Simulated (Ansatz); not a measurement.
The relaxed structure here is a generated cell of CdS: the first start was made by placing the elements on the sites of a structure type, and the end was not matched to a known phase here, so it may be hypothetical. Known forms of CdS include space group No. 186, 216.

A relaxed structure of CdS. Level of theory: PBEsol (plane waves to 420 eV, PAW, scalar-relativistic; Ansatz, a program for electronic structure).

P6₃/mmc (No. 194), hP4; a = b = 4.3731 Å, c = 5.6767 Å, α = β = 90.00°, γ = 120.00°.

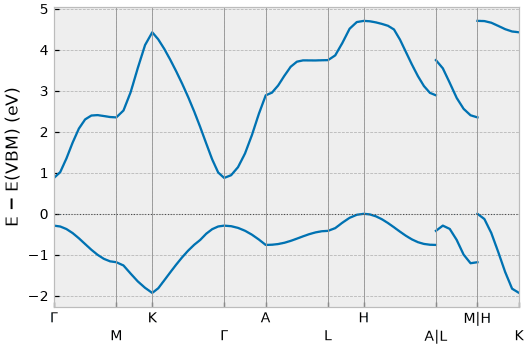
Figure: Highest filled and lowest empty band along the path of this cell's Brillouin zone

Task: Read off the gap and say whether it is direct.

Result: 0.88 eV, indirect (valence top at H, conduction bottom at Γ) (no spin-orbit coupling).

Task: How far does the top valence band disperse along this path?

Result: About 1.9 eV.

No spin polarisation in the result.

The run could not lose the symmetry of its start: the end is stationary, and may be a saddle point rather than a minimum.

All atoms sit on sites fixed by symmetry, so only the cell could relax.
